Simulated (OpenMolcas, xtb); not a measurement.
## How methods differ on GeH3O2F (SMILES [OH][GeH]([OH])[F])

The species is GeH3O2F (7 atoms), meant as a singlet with charge 0. As SMILES, `[OH][GeH]([OH])[F]`. The shape is that of a PBE0-D4/def2-TZVP optimisation. This is one conformer, not always the lowest.

```xyz
7

O    -0.3529    1.1403   -0.8593
Ge   -0.1075   -0.0268    0.4324
O     1.5182   -0.6560    0.3076
F    -1.2603   -1.2845    0.1132
H    -1.2092    1.0418   -1.2839
H    -0.3314    0.4858    1.8475
H     1.8044   -0.7687   -0.6031
```

Each level gives the energy change with the Ge2–F4 bond stretched from 1.736 to 3.124 Å (eV). The values are calculated.

```tsv
level	kind	program	value (eV)	less CCSD(T)/def2-SVP	CPU time (all runs)
GFN-FF	force field	xtb	2.84	-1.92	under 2 s
HF/def2-SVP (unrestricted)	Hartree–Fock	OpenMolcas	4.21	-0.55	23 s
SVWN5/def2-SVP (restricted)	LDA	OpenMolcas	4.59	-0.17	40 s
BLYP/def2-SVP (restricted)	GGA	OpenMolcas	3.97	-0.79	56 s
revPBE/def2-SVP (restricted)	GGA	OpenMolcas	3.97	-0.79	58 s
TPSS/def2-SVP (restricted)	meta-GGA	OpenMolcas	4.25	-0.51	71 s
BHLYP/def2-SVP (restricted)	global hybrid	OpenMolcas	5.21	+0.45	43 s
B2PLYP/def2-SVP (restricted)	double hybrid	OpenMolcas	4.67	-0.09	37 s
MP2/def2-SVP (restricted)	perturbation theory	OpenMolcas	5.13	+0.37	15 s
CCSD(T)/def2-SVP (restricted)	coupled cluster or CI	OpenMolcas	4.76	0.00	3.8 min
```

CCSD(T)/def2-SVP (restricted) is the highest level here, not the true value. At this stretch a single reference begins to fail. All-electron rows without a relativistic Hamiltonian named are non-relativistic. The first shape isn't each level's own minimum. The values span 2.84 to 5.21 eV. Spin contamination of the reference (⟨S²⟩ at least 0.1 too high) touches HF/def2-SVP. In the correlated wave-function rows the outer d shell of Ge is correlated, in sets not made for it. CPU times are rough (shared hosts, several kinds of processor): they show what a rung costs within a factor of a few.

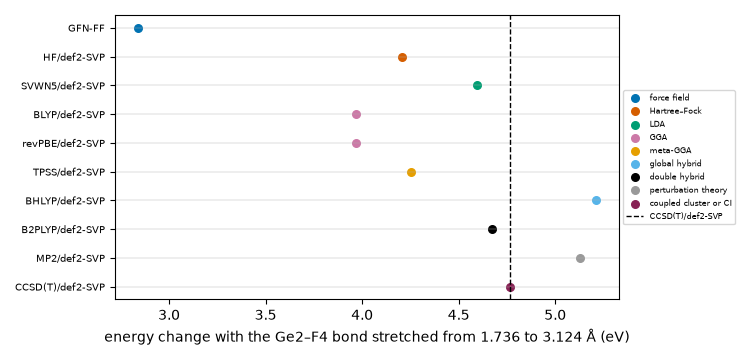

The values of the table, level by level.
